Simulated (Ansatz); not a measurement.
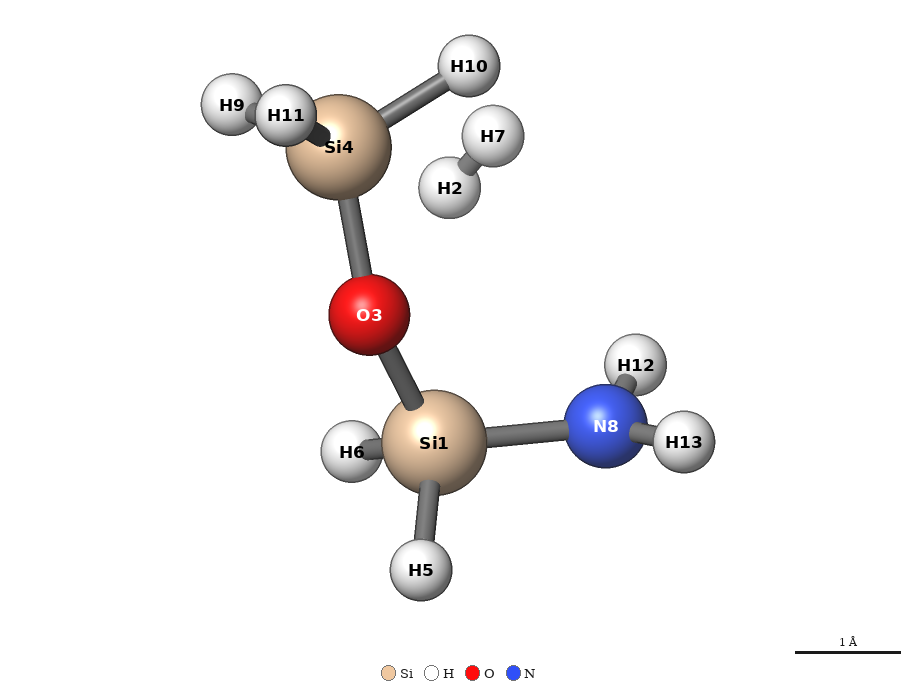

Atoms carry their numbers in the input. Computed geometry: PBE0-D4/def2-TZVP optimisation. No frequency run is at hand to confirm it as a minimum.

Question: What is the geometry at Si1?

Answer: Si1 has 4 neighbours (O3 at 1.64, H5 at 1.48, H6 at 1.48, N8 at 1.70 Å); the arrangement is tetrahedral.

Question: How are the neighbours of atom 3 arranged?

Answer: O3 has 2 neighbours (Si1 at 1.64, Si4 at 1.63 Å); the arrangement is bent.

Question: How are the neighbours of atom 4 arranged?

Answer: Si4 has 4 neighbours (O3 at 1.63, H9 at 1.49, H10 at 1.49, H11 at 1.48 Å); the arrangement is tetrahedral.

Question: What is the dihedral angle N8–Si1–O3–Si4?

Answer: 57° in size, that is gauche.
